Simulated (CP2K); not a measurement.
**BSiH3O (SMILES B1O[SiH2]1): IPEA1-xTB**

What is the energy difference between two shapes of BSiH3O at IPEA1-xTB? 

Program for the calculation: CP2K 2026.2.

## Step 1: The structure to begin with

BSiH3O: 6 atoms, total charge 0, spin state singlet. As SMILES, `B1O[SiH2]1`. The shape is that of a GFN2-xTB optimisation.

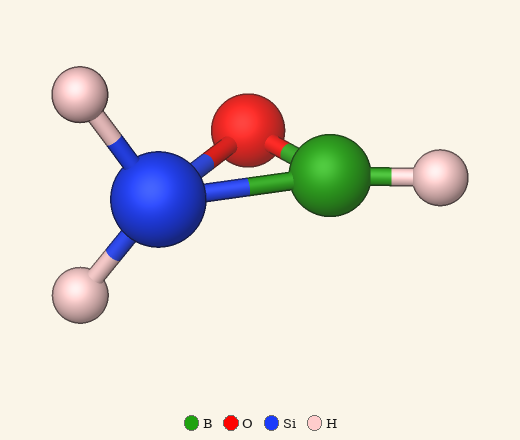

Viewed from a chosen angle; boron green, oxygen red, silicon blue, hydrogen pink.

## Step 2: The energy at IPEA1-xTB

The input, molecule.xyz:

```xyz
6

B     -0.931290    -0.517230    -0.381600
O      0.186380    -1.084170     0.032430
Si     0.396350     0.693030     0.184260
H     -1.924340    -0.948520    -0.794300
H      1.569850     0.973430    -0.637170
H      0.703040     0.883460     1.596380
```

The input, qs.inp:

```
&GLOBAL
  PROJECT qs
  RUN_TYPE ENERGY
  PRINT_LEVEL MEDIUM
&END
&FORCE_EVAL
  METHOD QS
  &DFT
    &QS
      METHOD XTB
      EPS_DEFAULT 1.0E-10
      &XTB
        GFN_TYPE TBLITE
        &TBLITE
          METHOD IPEA1
        &END
        CHECK_ATOMIC_CHARGES F
      &END
    &END
    &POISSON
      PERIODIC NONE
      POISSON_SOLVER ANALYTIC
    &END
    &SCF
      SCF_GUESS ATOMIC
      EPS_SCF 1.0E-06
      MAX_SCF 150
      ADDED_MOS 2
      &DIAGONALIZATION
        ALGORITHM STANDARD
      &END
      &MIXING
        METHOD DIRECT_P_MIXING
        ALPHA 0.4
      &END
    &END
    &PRINT
      &MOMENTS
        PERIODIC F
        REFERENCE COM
        MAX_MOMENT 1
      &END
      &MO ON
        ENERGIES T
        OCCUPATION_NUMBERS T
        NDIGITS 6
        &EACH
          QS_SCF 0
        &END
        ADD_LAST NUMERIC
      &END
      &HIRSHFELD OFF
      &END
    &END
  &END
  &SUBSYS
    &CELL
      ABC 15.5 14.1 14.4
      PERIODIC NONE
    &END
    &TOPOLOGY
      COORD_FILE_NAME molecule.xyz
      COORD_FILE_FORMAT XYZ
      &CENTER_COORDINATES
      &END
    &END
  &END
&END
```

On the command line:

```bash
OMP_NUM_THREADS=1 cp2k.psmp qs.inp > qs.out
```

The log of the run:

```text
CP2K| version string:                                       CP2K version 2026.2
[...]
 GLOBAL| Method name                                                        CP2K
[...]
 GLOBAL| Run type                                                         ENERGY
[...]
                             - Atoms:                                          6
[...]
                             - Spherical basis functions:                     25
[...]
 Number of electrons:                                                         16
[...]
  *** SCF run converged in    16 steps ***
[...]
  Fermi energy:                                                -0.31606556861810
[...]
 TB_DIPOLE| Moment [Debye]         -0.35641867       1.45456423      -0.08053886
 TB_DIPOLE| Derivative [a.u.]       0.00000000       0.00000000       0.00000000
[...]
 ENERGY| Total FORCE_EVAL ( QS ) energy [hartree]             -9.924392191221456
[...]
```

Run time: 1 s. Hardware: 1 thread of Intel Xeon Platinum 8488C (Sapphire Rapids), shared host; peak memory 0.19 GiB.

## Step 3: The distorted shape at the same level

molecule.xyz: that of step 2 with these lines changed.

```diff
@@ -2,3 +2,3 @@
 
-B     -0.931290    -0.517230    -0.381600
+B     -1.064022    -0.638227    -0.438173
 O      0.186380    -1.084170     0.032430
```

The input, job.inp:

```
&GLOBAL
   PROJECT job
   RUN_TYPE ENERGY
   PRINT_LEVEL MEDIUM
&END
&FORCE_EVAL
   METHOD Quickstep
   &DFT
      # Quickstep
      &QS
         METHOD XTB
         EPS_DEFAULT 1.0E-10
         &XTB
            GFN_TYPE TBLITE
            &TBLITE
               METHOD IPEA1
            &END
            CHECK_ATOMIC_CHARGES F
         &END
      &END
      &POISSON
         PERIODIC NONE
         POISSON_SOLVER ANALYTIC
      &END
      &SCF
         SCF_GUESS ATOMIC
         EPS_SCF 1.0E-06
         MAX_SCF 150
         ADDED_MOS 2
         &DIAGONALIZATION
            ALGORITHM STANDARD
         &END
         &MIXING
            METHOD DIRECT_P_MIXING
            ALPHA 0.4
         &END
      &END
      # extra output
      &PRINT
         &MOMENTS
            PERIODIC F
            REFERENCE COM
            MAX_MOMENT 1
         &END
         &MO ON
            ENERGIES T
            OCCUPATION_NUMBERS T
            NDIGITS 6
            &EACH
               QS_SCF 0
            &END
            ADD_LAST NUMERIC
         &END
         &HIRSHFELD OFF
         &END
      &END
   &END
   # structure
   &SUBSYS
      # vacuum box
      &CELL
         ABC 15.5 14.1 14.4
         PERIODIC NONE
      &END
      &TOPOLOGY
         COORD_FILE_NAME molecule.xyz
         COORD_FILE_FORMAT XYZ
         &CENTER_COORDINATES
         &END
      &END
   &END
&END
```

On the command line:

```bash
OMP_NUM_THREADS=1 cp2k.psmp -i job.inp -o job.out
```

The log of the run:

```text
CP2K| version string:                                       CP2K version 2026.2
[...]
 GLOBAL| Method name                                                        CP2K
[...]
 GLOBAL| Run type                                                         ENERGY
[...]
                             - Atoms:                                          6
[...]
                             - Spherical basis functions:                     25
[...]
 Number of electrons:                                                         16
[...]
  *** SCF run converged in    17 steps ***
[...]
  Fermi energy:                                                -0.31675019546734
[...]
 TB_DIPOLE| Moment [Debye]         -0.73711559       1.23809765      -0.23804450
 TB_DIPOLE| Derivative [a.u.]       0.00000000       0.00000000       0.00000000
[...]
 ENERGY| Total FORCE_EVAL ( QS ) energy [hartree]             -9.878654010341224
[...]
```

It took 0.94 s on 1 thread of Intel Xeon Platinum 8488C (Sapphire Rapids), shared host; peak memory 0.19 GiB.

## Step 4: Results

Level: IPEA1-xTB.

| quantity | value |
| --- | --- |
| first shape: total energy | -9.92439 Eh |
| first shape: dipole moment (from atomic charges alone) | 1.50 D |
| first shape: HOMO energy | -11.63 eV |
| first shape: LUMO energy | -7.70 eV |
| first shape: HOMO–LUMO gap | 3.92 eV |
| distorted shape: total energy | -9.87865 Eh |
| distorted shape: dipole moment (from atomic charges alone) | 1.46 D |
| distorted shape: HOMO energy | -11.26 eV |
| distorted shape: LUMO energy | -7.72 eV |
| distorted shape: HOMO–LUMO gap | 3.53 eV |
| energy change with the atoms displaced | 1.245 eV |

**Reading.** With the atoms displaced the energy rises by 1.24 eV (29 kcal/mol). The first shape isn't relaxed at this level, so the change isn't measured from a minimum. The dipole (first shape) comes from point charges on the atoms alone, without atomic dipoles, so it is partial. The dipole (distorted shape) comes from point charges on the atoms alone, without atomic dipoles, so it is partial.
